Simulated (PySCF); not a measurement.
**SiN (charge +1, triplet): density, localisation and related maps**

```xyz
2

Si    0.0000    0.0000   -0.5987
N     0.0000    0.0000    1.1963
```

Method: PBE0/6-311G(d,p), non-relativistic, at a bond length of 1.795 Å in PySCF 2.14.0.

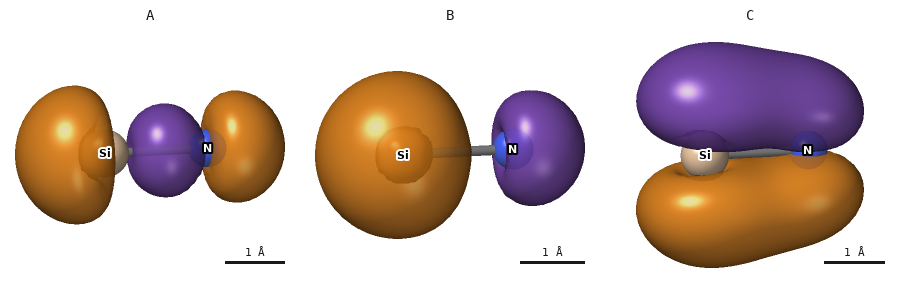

Figure 1. Three frontier β-spin orbitals, each drawn at the value that holds 80 % of its norm (orange and purple are the two phases), in no order; of a degenerate pair one member is drawn.

Label each orbital by symmetry, say whether it is occupied, and order them by energy.

Answer. Orbital B: σ, occupied in this spin, −19.19 eV; shared between the atoms (Si 70 %, N 30 %).
Orbital A: σ, occupied in this spin, −15.14 eV; shared between the atoms (Si 45 %, N 55 %).
Orbital C: π, empty in this spin, −11.91 eV; bonding, with no node between the atoms.

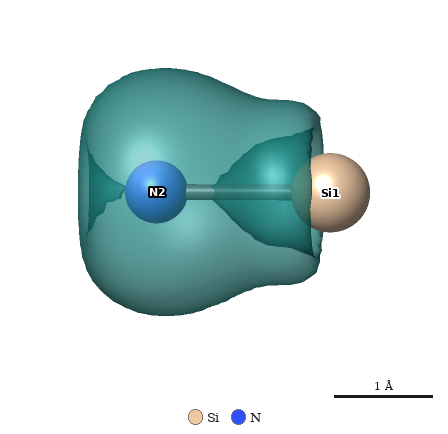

Figure 2. Isosurfaces of the spin density at +0.04 (teal) and −0.04 e/Å³ (pink), seen from one side.

Which atoms carry the spin?

Answer. The unpaired spin (2 electrons) lies mostly on N2 (about 1.6) and Si1 (about 0.4), in electrons by Hirshfeld's partition.

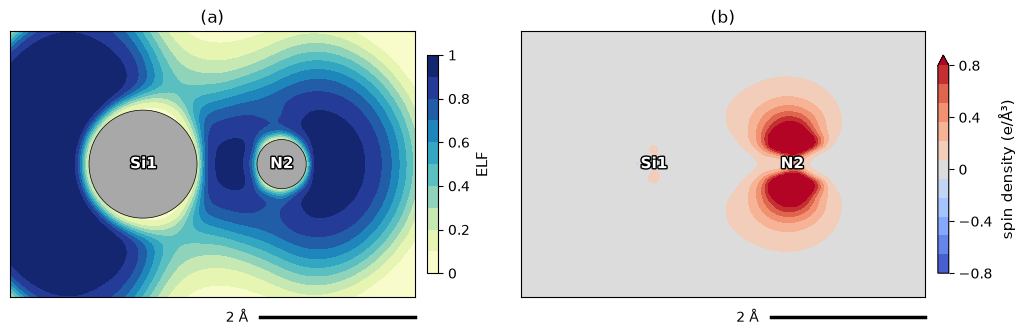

Figure 3. (a) ELF; (b) spin density on a plane that holds the molecular axis. Grey discs cover the atomic cores in the ELF map.

What does the map show?

Answer.
- The section cuts through Si and N sites.
- Si–N (1.79 Å): the ELF peaks at about 0.95 between the atoms, as expected for a polar covalent bond.
- The ELF also peaks beside Si1 and N2, away from the bonds: non-bonding electrons, paired or unpaired.
